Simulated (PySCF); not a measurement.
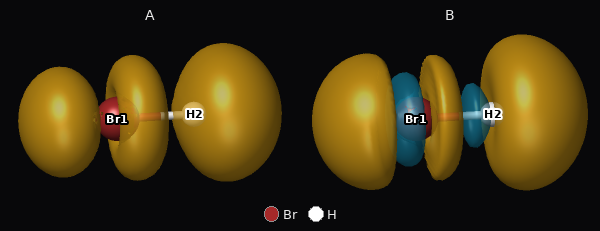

*BrH, SMILES `Br`. The Fukui function f⁺ from two separate SCF calculations and the density of the LUMO, at ±0.02 e/Å³ (yellow positive, teal negative).*

Level of theory: BP86/def2-SVP (PySCF), at a geometry from GFN2-xTB. No frequency check shows the geometry to be a minimum. GFN2-xTB bond lengths at metals and heavier atoms can be off by up to 0.1 Å and shapes distorted, which carries into these values.

Q: Which panel is which, and how good is the frozen-orbital picture?

A: B is f⁺ (it has negative regions), A the LUMO density. The LUMO lies on Br1 (53 %) and H2 (47 %); f⁺ (Hirshfeld-condensed) is largest on Br1 (0.53) and H2 (0.47); the vertical electron affinity is −2.58 eV (the stability of the anion's solution wasn't checked; negative, but this basis has no diffuse functions, so it doesn't show that the anion is unbound). Relaxation shifts 1 % of the electron between atoms. The orbital energy is −0.73 eV.
